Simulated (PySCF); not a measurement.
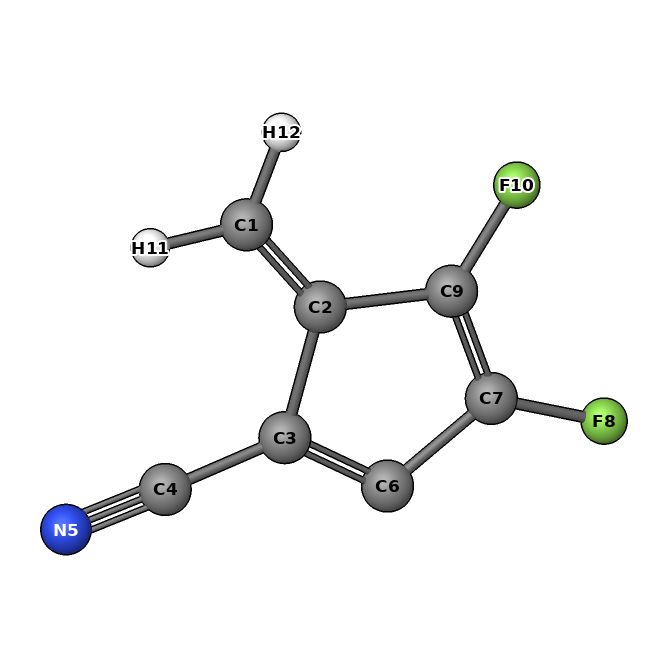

The questions are on Mulliken spin populations. The species is neutral and a spin doublet. The computed structure is the end point of a GFN2-xTB optimisation. No frequency run is at hand to confirm it as a minimum. Level of theory: UKS B3LYP, pcH-1 on C F H N, non-relativistic (PySCF 2.14.0).

Give the Mulliken spin populations atom by atom.

```csv
atom,value (e)
C1,−0.04
C2,0.08
C3,−0.14
C4,0.04
N5,−0.04
C6,1.06
C7,−0.03
F8,0.00
C9,0.06
F10,0.01
H11,0.00
H12,0.01
```

Mulliken values depend strongly on the basis set.
